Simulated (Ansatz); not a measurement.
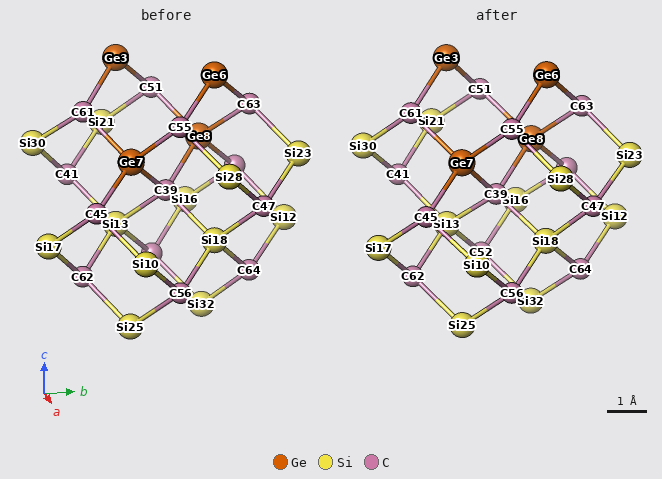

The structure of crystalline Ge8Si24C32 (a generated structure, set up in P1) before (left) and after (right) a relaxation, at one scale.

The picture is a ball-and-stick view of the atoms within 4.2 Å of the atom that moves most (axes of the cell of the calculation), seen slightly off an axis.

Level of theory: DFT, PBEsol, PAW, plane waves (Ansatz). Set-up: plane-wave cutoff 420 eV; k-point mesh 1 × 1 × 1; mesh shifted by (0.25, 0.25, 0.25); no spin polarisation; cell relaxed at fixed shape; force threshold 0.03 eV/Å; at most 80 steps.

Summarise the run.

A C atom moves most: 0.12 Å along [−1 0 −3]. Largest moves by element: C 0.12 Å, Si 0.09 Å, Ge 0.08 Å. The cell stays as it was. Among the contacts that change: C–Ge 1.867 → 1.954 Å, C–Si 1.957 → 1.875 Å, C–Si 1.967 → 1.895 Å, C–Ge 1.890 → 1.956 Å. Bond angles that change, for instance: Si–C–Si 107.9° → 113.2°, C–Ge–C 107.0° → 110.6°, C–Si–C 111.8° → 108.6°. The space group stays P1 (No. 1). Over 5 geometry steps the energy falls by 32.8 meV per atom. Largest force component: 2.2 eV/Å at the start, 0.0039 eV/Å at the end. Pressure: 0.74 GPa at the start and −0.02 GPa at the end. Cost: 29 s on 7 threads of Arm Neoverse-V2, peak memory 1.4 GiB.
